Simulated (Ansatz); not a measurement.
# F6Sb···C18H15Te (triphenyltelluronium hexafluoroantimonate): what the fields show

Input file:

```
crystal:
  periodic: [false, false, false]
  atoms:
    - {symbol: F, position_ang: [-0.553846, -2.290056, -4.748023]}
    - {symbol: Sb, position_ang: [-1.327461, -0.628558, -4.134250]}
    - {symbol: F, position_ang: [-0.283109, 0.424710, -5.367485]}
    - {symbol: F, position_ang: [0.152775, -0.496877, -2.786213]}
    - {symbol: F, position_ang: [-2.860343, -0.735906, -5.294629]}
    - {symbol: F, position_ang: [-1.980845, 1.024020, -3.281355]}
    - {symbol: F, position_ang: [-2.244908, -1.625871, -2.704778]}
    - {symbol: C, position_ang: [1.560062, -4.052750, 0.678105]}
    - {symbol: C, position_ang: [1.482786, -3.014283, 1.620582]}
    - {symbol: C, position_ang: [0.769670, -1.842493, 1.322264]}
    - {symbol: C, position_ang: [0.150730, -1.725439, 0.065714]}
    - {symbol: Te, position_ang: [-0.961818, 0.035256, -0.470528]}
    - {symbol: C, position_ang: [0.635936, 1.450867, -0.674655]}
    - {symbol: C, position_ang: [1.699254, 1.508205, 0.239450]}
    - {symbol: C, position_ang: [2.714727, 2.455485, 0.035644]}
    - {symbol: C, position_ang: [2.656849, 3.325603, -1.065959]}
    - {symbol: C, position_ang: [1.589173, 3.248273, -1.973927]}
    - {symbol: C, position_ang: [0.567848, 2.302308, -1.789948]}
    - {symbol: C, position_ang: [-1.388784, 0.551949, 1.586728]}
    - {symbol: C, position_ang: [-1.085600, 1.823451, 2.105442]}
    - {symbol: C, position_ang: [-1.483979, 2.149258, 3.412912]}
    - {symbol: C, position_ang: [-2.184779, 1.215320, 4.192715]}
    - {symbol: C, position_ang: [-2.496238, -0.049562, 3.664932]}
    - {symbol: C, position_ang: [-2.105477, -0.383047, 2.359375]}
    - {symbol: C, position_ang: [0.208076, -2.759735, -0.884683]}
    - {symbol: C, position_ang: [0.920842, -3.926349, -0.565202]}
    - {symbol: H, position_ang: [2.118606, -4.970386, 0.917679]}
    - {symbol: H, position_ang: [1.976192, -3.113827, 2.599819]}
    - {symbol: H, position_ang: [0.687892, -1.042975, 2.074113]}
    - {symbol: H, position_ang: [1.751726, 0.824044, 1.099189]}
    - {symbol: H, position_ang: [3.558175, 2.507308, 0.741389]}
    - {symbol: H, position_ang: [3.457261, 4.064828, -1.221442]}
    - {symbol: H, position_ang: [1.549628, 3.920066, -2.844850]}
    - {symbol: H, position_ang: [-0.255564, 2.215166, -2.515676]}
    - {symbol: H, position_ang: [-0.535360, 2.561920, 1.502129]}
    - {symbol: H, position_ang: [-1.242045, 3.143098, 3.821366]}
    - {symbol: H, position_ang: [-2.493430, 1.474802, 5.216620]}
    - {symbol: H, position_ang: [-3.049278, -0.783662, 4.271709]}
    - {symbol: H, position_ang: [-2.352876, -1.379050, 1.956383]}
    - {symbol: H, position_ang: [-0.293449, -2.663849, -1.856962]}
    - {symbol: H, position_ang: [0.970990, -4.741260, -1.303705]}
basis:
  gaussian: {orbitals: def2-TZVP, fitting: {mean_field: def2-universal-jkfit}, initial_orbitals: start.molden}
hamiltonian: {xc: pbe0, dispersion: d4}
scf: {omitted_lower_state_checks: [starts]}
output: {orbitals: {seedname: orbitals}}
```

Run with:

```sh
ansatz run in.yaml --threads 2 --pin off --events-out ev --progress --plain --max-ram 32768MiB --backend cuda --devices 0, --max-vram 18GiB
```

Geometry: PBE-D4/def2-SVP; core potentials replace the inner electrons of Sb and Te.

Computed with RKS PBE0-D4/def2-TZVP in Ansatz 0.2.0.

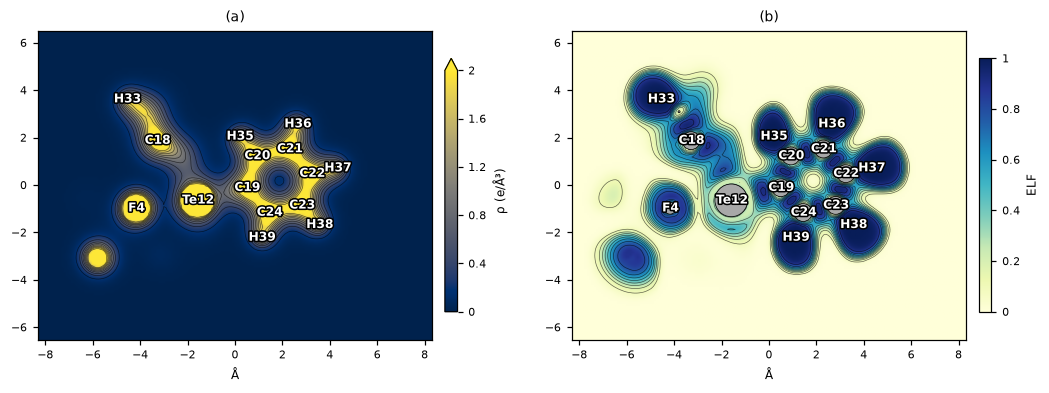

Figure 1. (a) electron density; (b) ELF on the plane of atoms C22, C23 and C24. Grey discs cover the atomic cores in the ELF map.

**Interpret the plot.**

The section cuts through F, Te, C and H sites.
Te12···F4 (2.62 Å): the density falls to about 0.2 e/Å³ on the way; the ELF dips to about 0.10 between them.
C–C (1.40 Å): ρ at the midpoint is about 2.1 e/Å³; the ELF peaks at about 0.95 between the atoms: localised, covalent bonding.
C–Te (2.16 Å): ρ at the midpoint is about 0.8 e/Å³; the ELF peaks at about 0.90 between the atoms (localised, covalent bonding).
C–H (1.10 Å): ρ is about 2 e/Å³ halfway; the ELF climbs to about 1 towards the hydrogen, as it does in any bond to H (a covalent bond by its length).
The ELF also peaks beside F1, away from the bonds: lone-pair regions.

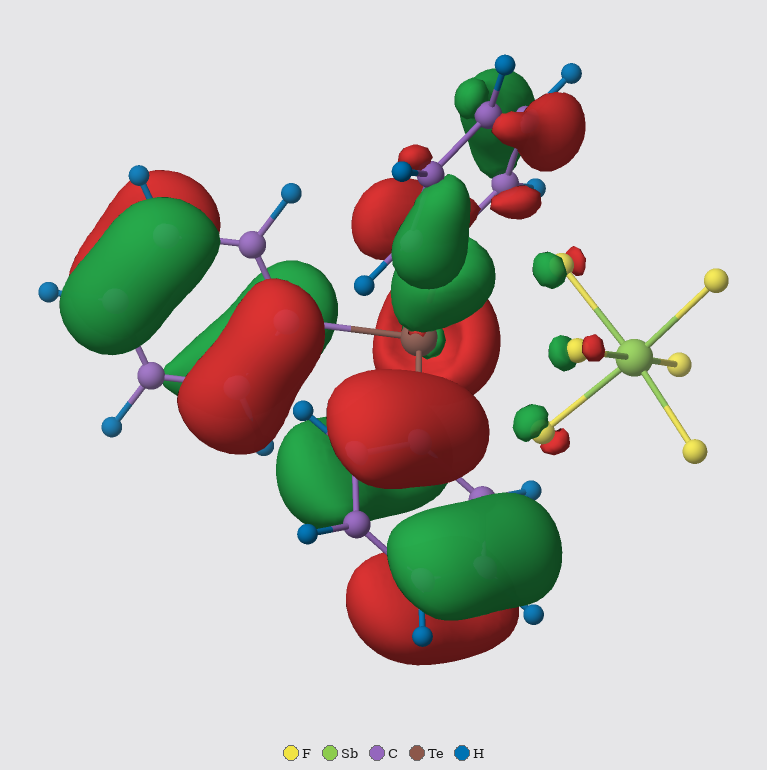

Figure 2. The HOMO at ±0.06 Å⁻³ᐟ² (green and red are the two phases), seen across its widest extent.

**Where does this orbital lie, and at what energy?**

Its weight (Hirshfeld) is mainly on C26 (about 10 %), C10 (about 10 %), C8 (about 10 %), C11 (about 10 %), Te12 (about 5 %) and C24 (about 5 %). Its energy is −7.93 eV.

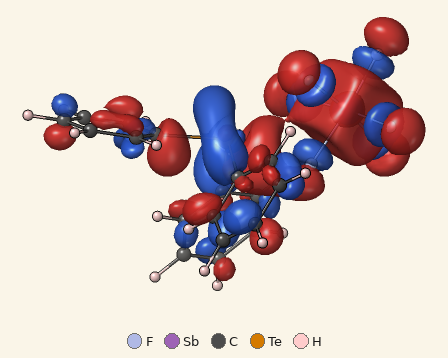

Figure 3. One frontier orbital at ±0.06 Å⁻³ᐟ² (red and blue are the two phases), seen from one side.

**Which orbital is it: HOMO or LUMO?**

The LUMO, at −2.27 eV. By Hirshfeld shares it lies mainly on Sb2 (about 25 %), Te12 (about 10 %), F3 (about 10 %), F1 (about 5 %), F5 (about 5 %) and F6 (about 5 %).
